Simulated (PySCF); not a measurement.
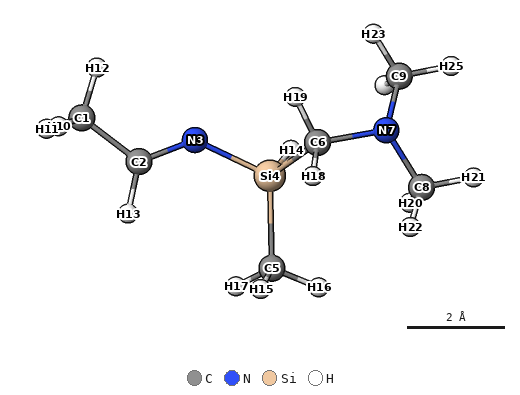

The input geometry (ball-and-stick view, seen at a tilt; atoms are numbered from 1 in the order of the input).

## NMR shielding calculation, with input and output: C6H16N2Si

The run: NMR shielding calculation of C6H16N2Si. Method and program: GIAO PBE0/pcSseg-1 NMR shielding, non-relativistic, gas phase (PySCF 2.14.0).

The geometry comes from this level: GFN2-xTB. It belongs to a series of runs on one base structure; here: H on C replaced by NMe2. Figures and captions count atoms from 1; the log counts them from 0 in places.

### Output
```
coarse grid: 20184 points
cycle   1  E = -636.5183920296  dE =  8.049e-01  |g| = 6.042e-01  |ddm| = 4.271e+00
cycle   2  E = -636.4389507159  dE =  7.944e-02  |g| = 8.534e-01  |ddm| = 1.436e+00
cycle   3  E = -636.6040383108  dE = -1.651e-01  |g| = 1.762e-01  |ddm| = 9.406e-01
cycle   4  E = -636.6107164279  dE = -6.678e-03  |g| = 3.904e-02  |ddm| = 1.486e-01
cycle   5  E = -636.6110494476  dE = -3.330e-04  |g| = 1.085e-02  |ddm| = 3.995e-02
cycle   6  E = -636.6110705332  dE = -2.109e-05  |g| = 4.513e-03  |ddm| = 1.274e-02
cycle   7  E = -636.6110746516  dE = -4.118e-06  |g| = 5.401e-04  |ddm| = 4.133e-03
final grid: 187112 points
cycle   8  E = -636.6611212785  dE = -5.523e-05  |g| = 9.956e-03  |ddm| = 3.274e-02
cycle   9  E = -636.6611157190  dE =  5.559e-06  |g| = 1.104e-02  |ddm| = 1.897e-02
cycle  10  E = -636.6611465931  dE = -3.087e-05  |g| = 9.064e-04  |ddm| = 1.029e-02
cycle  11  E = -636.6611467372  dE = -1.442e-07  |g| = 3.881e-04  |ddm| = 1.026e-03
cycle  12  E = -636.6611467667  dE = -2.952e-08  |g| = 1.082e-04  |ddm| = 3.332e-04
cycle  13  E = -636.6611467689  dE = -2.184e-09  |g| = 4.914e-05  |ddm| = 1.323e-04
cycle  14  E = -636.6611467694  dE = -4.907e-10  |g| = 5.450e-06  |ddm| = 4.226e-05
```

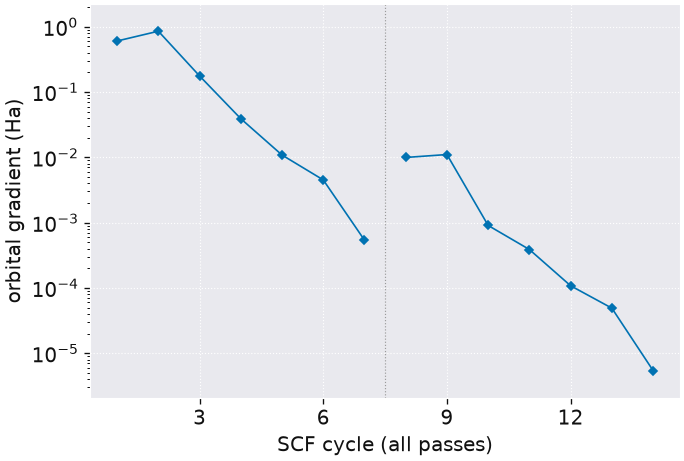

Convergence of the self-consistent field: orbital gradient against the SCF cycle. The dotted line marks the change from a coarse to the final integration grid. The first 7 cycles use a coarse grid, the final grid takes over at cycle 8, and the field converges after 14 cycles in all.

```
converged SCF energy = -636.6611467694

GIAO shielding tensors (ppm)
atom      isotropic    diamagn.    paramagn.     s11        s22        s33       span
  0 C      153.505     251.017     -97.512    135.142    136.925    188.448     53.306
  1 C       10.826     255.466    -244.640    -88.305     -7.286    128.070    216.375
  2 N     -120.967     336.668    -457.634   -446.716   -159.099    242.914    689.630
  3 Si     389.586     884.970    -495.384    335.446    399.946    433.366     97.920
  4 C      188.641     257.494     -68.853    182.409    187.811    195.703     13.294
  5 C      132.817     255.956    -123.139    105.325    117.484    175.644     70.319
  6 N      236.736     323.703     -86.967    194.804    252.189    263.214     68.410
  7 C      138.240     249.578    -111.337    114.193    119.897    180.632     66.439
  8 C      139.497     248.253    -108.756    115.324    118.843    184.323     68.999
  9 H       29.596      28.287       1.309     27.342     27.738     33.707      6.365
 10 H       29.555      26.674       2.880     27.110     27.646     33.908      6.798
 11 H       29.610      29.622      -0.012     26.522     29.085     33.223      6.701
 12 H       23.075      33.082     -10.007     20.140     22.702     26.382      6.242
 13 H       25.935      32.833      -6.898     23.097     25.530     29.178      6.081
 14 H       31.611      33.992      -2.381     28.062     29.053     37.717      9.655
 15 H       31.691      32.665      -0.974     27.402     30.241     37.430     10.028
 16 H       31.336      31.820      -0.485     26.678     28.523     38.806     12.128
 17 H       29.091      35.573      -6.482     24.567     28.864     33.843      9.276
 18 H       28.984      35.732      -6.748     24.071     28.606     34.274     10.202
 19 H       29.810      32.346      -2.536     25.601     29.696     34.131      8.530
 20 H       29.226      29.552      -0.326     24.739     26.783     36.156     11.417
 21 H       29.382      31.918      -2.537     25.894     27.245     35.005      9.112
 22 H       29.299      31.030      -1.731     25.416     26.529     35.951     10.535
 23 H       29.325      31.728      -2.403     25.412     28.676     33.887      8.475
 24 H       29.336      29.338      -0.002     25.106     26.574     36.329     11.223
```

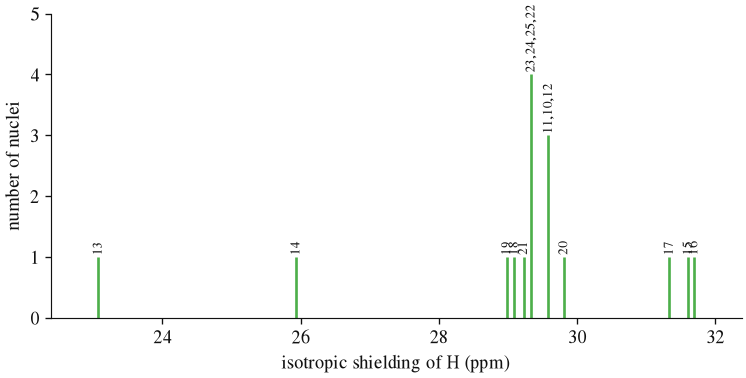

Isotropic shieldings of the hydrogen nuclei in this fixed geometry, labelled by atom number; shielding grows to the right, so chemical shift grows to the left. The least shielded is H13 (23.1 ppm), the most shielded H16 (31.7 ppm).

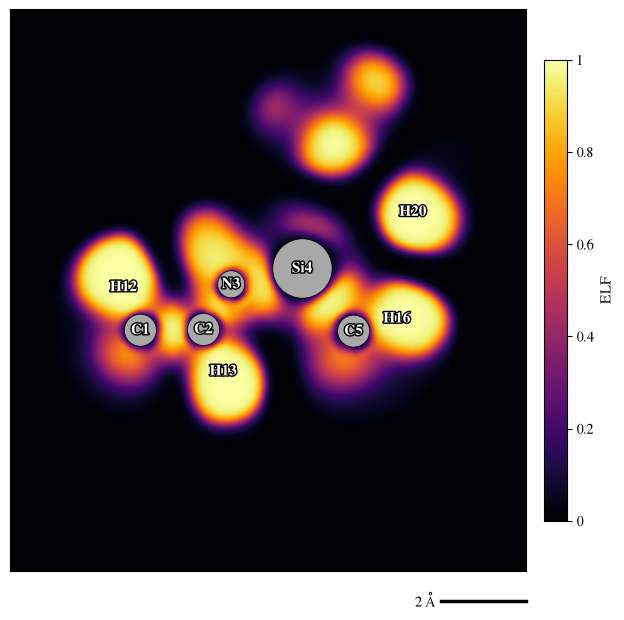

Electron localisation function on the plane of atoms N3, Si4 and C5. Grey discs, where drawn, cover atomic cores. C–N (1.25 Å): the ELF peaks at about 0.90 between the atoms (a double or triple bond). C–C (1.49 Å): the ELF peaks at about 0.95 between the atoms, which marks localised, shared-pair bonding. C–Si (1.91 Å): the ELF peaks at about 0.95 between the atoms, which marks a covalent bond.

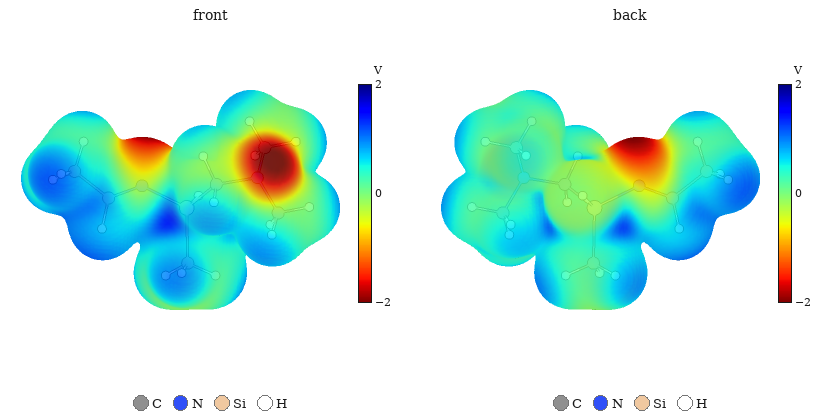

The molecular electrostatic potential painted on the density surface at 0.004 e/bohr³, seen face on and from behind; red is negative and blue positive.

This output came from the following input.

### The input
```
{"job": {"kind": "nmr", "xc": "PBE0", "basis": "pcSseg-1"}, "charge": 0, "multiplicity": 1}
C      4.150678     0.658250     0.132010
C      2.923461    -0.164442     0.319595
N      1.793294     0.353479     0.466554
Si     0.208564    -0.284324     0.672172
C      0.061217    -2.177921     0.854063
C     -0.715155     0.338378    -0.901528
N     -2.120066     0.678319    -0.774423
C     -2.915934    -0.425444    -0.294834
C     -2.338902     1.868870     0.011431
H      4.634047     0.388579    -0.805972
H      4.854524     0.454082     0.937633
H      3.898389     1.714304     0.125985
H      3.092315    -1.250996     0.319467
H     -0.213767     0.367591     1.918210
H      0.281761    -2.688239    -0.080593
H     -0.926762    -2.495706     1.172696
H      0.770881    -2.535470     1.595589
H     -0.643321    -0.419156    -1.688383
H     -0.203587     1.226469    -1.276895
H     -2.704556    -0.677464     0.756165
H     -3.971649    -0.167612    -0.382175
H     -2.719971    -1.301531    -0.910820
H     -1.753302     2.685164    -0.407406
H     -2.058191     1.744204     1.067656
H     -3.394904     2.134762    -0.038373
```

The first line tells a small driver script what to run in PySCF; the rest is the geometry in Å.

Launched with:
```bash
OMP_NUM_THREADS=1 python <driver script> task.json out
```

### Summary

- outcome: converged
- total energy: −636.661147 hartree
- HOMO: −5.61 eV
- LUMO: −0.27 eV
- dipole moment: 1.74 D
- isotropic shielding, C: 10.8 to 188.6 ppm
- isotropic shielding, N: −121.0 to 236.7 ppm
- isotropic shielding, Si: 389.6 ppm
- isotropic shielding, H: 23.1 to 31.7 ppm
- hardware: 1 CPU thread, shared host
- wall time: 76 s
- peak memory: 1.1 GiB
